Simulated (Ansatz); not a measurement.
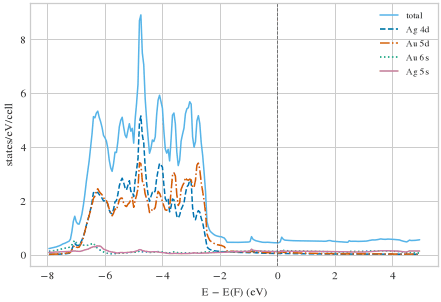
Fig. 1. Total and projected density of states of AgAu (L1₀ or tetragonal B2, space group No. 123), DFT-r²SCAN in the program Ansatz with PAW potentials

Problem. Which orbitals carry the states next to the Fermi level?

Solution. Within 0.5 eV of the Fermi level: Au 6s 27 %, Ag 5s 24 %, Au 5d 14 %, Ag 4d 8 %, outside the projected shells 26 %. Projections are on Löwdin-orthogonalised atomic valence shells; empty p or d shells of many metals are not among them.

Problem. Where is the tallest occupied peak in this window, and what makes it?

Solution. Near -4.8 eV, about 8.9 states/eV per cell; the largest projected share is Ag 4d.

Space group P4/mmm (L1₀ or tetragonal B2). The start of the workflow was typed in or built on a structure type; neither database checked (COD, Materials Project) lists it. Whether it is the stable phase at ambient conditions was not checked. The r²SCAN relaxation kept the symmetry of its start; its stability against distortions is not shown here. The run is not spin-polarised. Spin–orbit coupling is left out wherever it is not named.

Potentials: the earlier of the program's two PAW sets.
